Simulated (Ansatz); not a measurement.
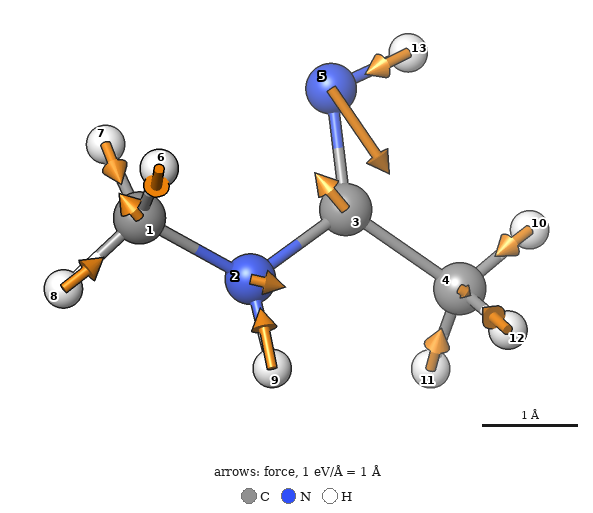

Starting geometry of C$_{3}$H$_{8}$N$_{2}$ with the computed forces as orange arrows. Style: ball-and-stick. Shown at a tilt.

The start comes from PBE-D4/def2-SVP.

All numbers below come from Ansatz 0.2.0, RKS PBE0-D4/def2-TZVP. (force threshold 0.005 eV/Å; at most 150 steps)

**What follows when this structure is relaxed?**

It isn't relaxed: the largest force vector, on N5, is 1.11 eV/Å. The final displacements have little in common with the starting forces (cosine between the two patterns 0.22). H6 moves most after the best rigid fit: 0.18 Å. By element the largest moves are H 0.18 Å, N 0.05 Å, C 0.02 Å. Among the contacts that change: C1–H6 1.116 → 1.096 Å, C3–N5 1.294 → 1.277 Å, C1–H7 1.107 → 1.091 Å, N2–C3 1.379 → 1.363 Å. The energy falls by 0.066 eV in 11 accepted moves (13 points after the start). The largest force component goes from 1.1 to 0.0031 eV/Å. The line search rejected the trial steps at points 3, 12 of the run.
